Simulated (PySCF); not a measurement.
# CH3BO (Borane carbonyl): levels of theory compared

Aim: a comparison of 6 runs (HF/STO-3G, HF/3-21G, B3LYP/6-31G*, CAM-B3LYP/def2-TZVP, PBE/def2-TZVP, wB97M-V/def2-TZVP) of CH3BO (Borane carbonyl). The job is set up through a Python script.

The results are computed with PySCF 2.14.0.

2 further runs of the same task are left out: 2 set aside as unsound or not needed. Runs told in other sessions of the task aren't counted.

### 1 The molecule

CH3BO: 6 atoms, total charge 0, spin state singlet. SMILES: `[BH3-]C#[O+]`. Geometry: relaxed at GFN2-xTB.

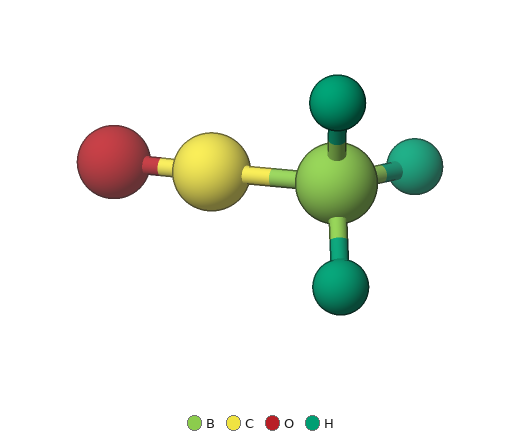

The structure, seen from a chosen angle (boron green, carbon yellow, oxygen red, hydrogen teal).

### 2 A single-point energy at HF/STO-3G (run 1)

job.py

```python
# Borane carbonyl
from pyscf import gto, scf

mol = gto.M(
    atom='''
B     -0.506106     0.747443    -0.364660
C      0.911113    -1.415707     0.664371
O      2.042888    -3.063681     1.478427
H     -2.685698     0.285745    -0.123172
H      0.099664     0.931937    -2.516340
H      0.138120     2.514243     0.861375
''',
    basis='sto-3g',
    max_memory=1860,
    charge=0,
    verbose=3,
    unit='bohr',
)

myscf = scf.RHF(mol)
myscf.conv_tol = 1e-10
myscf.kernel()
if not myscf.converged:
    myscf = myscf.newton().run(myscf.mo_coeff, myscf.mo_occ)

e_final = myscf.e_tot
print('Final energy', e_final)
```

Launch:

```console
$ OMP_NUM_THREADS=1 python job.py
```

Log:

```text
converged SCF energy = -137.323235499502
Final energy -137.32323549950237
```

Run time: 0.67 s. Hardware: 1 thread of Arm Neoverse V1, shared host; peak memory 0.099 GiB.

### 3 A single-point energy at HF/3-21G (run 2)

calc.py

```python
# Borane carbonyl
from pyscf import gto

system = gto.Mole()
system.atom = '''
B     -0.267820     0.395530    -0.192970
C      0.482140    -0.749160     0.351570
O      1.081050    -1.621230     0.782350
H     -1.421210     0.151210    -0.065180
H      0.052740     0.493160    -1.331590
H      0.073090     1.330480     0.455820
'''
system.max_memory = 1860
system.verbose = 3
system.spin = 0
system.charge = 0
system.basis = '3-21g'
system.build()

mf = system.RHF()
mf.conv_tol = 1e-10
mf.kernel()
if not mf.converged:
    mf = mf.newton().run(mf.mo_coeff, mf.mo_occ)

e_tot = mf.e_tot
print('E = %.10f Eh' % e_tot)
```

Launch:

```console
$ OMP_NUM_THREADS=1 python calc.py
```

Log:

```text
converged SCF energy = -138.347367705956
E = -138.3473677060 Eh
```

Wall time 0.83 s (1 thread of Arm Neoverse V1, shared host); peak memory 0.12 GiB.

Runs 3 to 4 aren't shown in full; the table further down has their settings and results.

### 4 A single-point energy at PBE/def2-TZVP (run 5)

job.py

```python
from pyscf import gto, dft

molecule = gto.M(
    atom='''
B     -0.267820     0.395530    -0.192970
C      0.482140    -0.749160     0.351570
O      1.081050    -1.621230     0.782350
H     -1.421210     0.151210    -0.065180
H      0.052740     0.493160    -1.331590
H      0.073090     1.330480     0.455820
''',
    verbose=3,
    max_memory=1860,
    spin=0,
    basis='def2-tzvp',
)

ks = dft.RKS(molecule)
ks.xc = 'pbe'
ks.grids.level = 5
ks.conv_tol = 1e-10
ks.kernel()
if not ks.converged:
    ks = ks.newton().run(ks.mo_coeff, ks.mo_occ)

energy = ks.e_tot
print(f'total energy: {energy:.8f} hartree')
```

Launch:

```console
$ OMP_NUM_THREADS=1 python job.py
```

Log:

```text
converged SCF energy = -139.850254515049
total energy: -139.85025452 hartree
```

Wall time 16 s (1 thread of Arm Neoverse V1, shared host); peak memory 0.57 GiB.

### 5 A single-point energy at wB97M-V/def2-TZVP (run 6)

calc.py

```python
from pyscf import gto, dft

mol = gto.M(
    atom='''
B   -0.267820   0.395530  -0.192970
C    0.482140  -0.749160   0.351570
O    1.081050  -1.621230   0.782350
H   -1.421210   0.151210  -0.065180
H    0.052740   0.493160  -1.331590
H    0.073090   1.330480   0.455820
''',
    basis='def2-tzvp',
    max_memory=1860,
    spin=0,
    verbose=4,
)

mf = dft.RKS(mol)
mf.xc = 'wb97m-v'
mf.nlcgrids.level = 1
mf.conv_tol = 1e-10
mf.grids.level = 5
mf.kernel()
if not mf.converged:
    mf = mf.newton().run(mf.mo_coeff, mf.mo_occ)

etot = mf.e_tot
print(f'total energy: {etot:.8f} hartree')
```

Launch:

```console
$ OMP_NUM_THREADS=1 python calc.py
```

Log:

```text
PySCF version 2.14.0

[... 84 lines left out ...]
converged SCF energy = -139.963380051277
total energy: -139.96338005 hartree
```

Run time: 70 s. Hardware: 1 thread of Arm Neoverse V1, shared host; peak memory 0.63 GiB.

### 6 Overview of the runs

```csv
run,level,integration grid,nlc grid,energy (Eh),dipole moment (D),HOMO energy (eV),LUMO energy (eV),wall time
1,HF/STO-3G,–,–,-137.323235,2.75,-11.10,5.42,0.67 s
2,HF/3-21G,–,–,-138.347368,1.65,-12.80,2.64,0.83 s
3,B3LYP/6-31G* (spherical functions),5,–,-139.966401,1.33,-9.24,-1.50,6.6 s
4,CAM-B3LYP/def2-TZVP,5,–,-139.954179,1.27,-11.06,-0.31,25 s
5,PBE/def2-TZVP,5,–,-139.850255,1.05,-8.34,-2.48,16 s
6,wB97M-V/def2-TZVP,5,1,-139.963380,1.37,-11.89,0.80,70 s
```

### 7 Summary of results

| quantity | value |
| --- | --- |
| run 6: total energy | -139.96338 Eh |
| run 6: dipole moment | 1.37 D |
| run 6: HOMO energy | -11.89 eV |
| run 6: LUMO energy | 0.80 eV |
| run 6: HOMO–LUMO gap | 12.69 eV |

**Reading.** The dipole moment (its size) runs from 1.05 D (PBE/def2-TZVP) to 2.75 D (HF/STO-3G). The two ends differ in method and basis. The HOMO–LUMO gap runs from 5.86 eV (PBE/def2-TZVP) to 16.52 eV (HF/STO-3G). Totals of different functionals can't be ranked against each other. In run 1 the basis is minimal, so the values are rough. All runs together took 2 min, the longest 70 s.
